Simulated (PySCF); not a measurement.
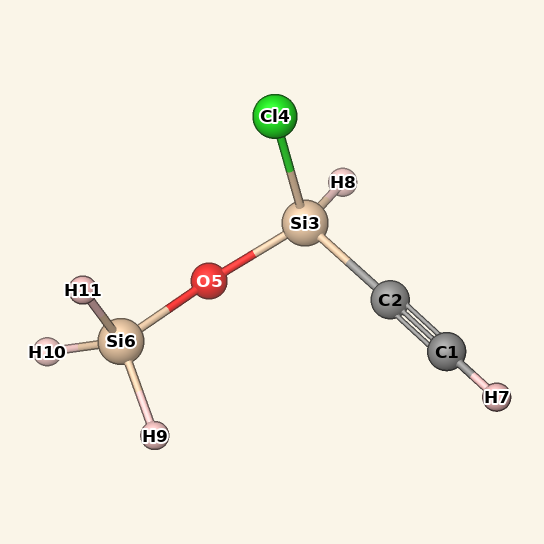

Atoms fade into the background with distance from the viewer. The computed structure is the end point of a PBE0-D3(BJ)/def2-SVP optimisation. No frequency run is at hand to confirm it as a minimum.

Find the stereocentres and stereogenic double bonds.

Answer. Centres: Si3.

What are the Cahn–Ingold–Prelog descriptors?

Answer. Si3: S (priorities Cl4 > O5 > C2 > H8).

Give a SMILES with the stereochemistry.

Answer. C#C[Si@H](Cl)O[SiH3]
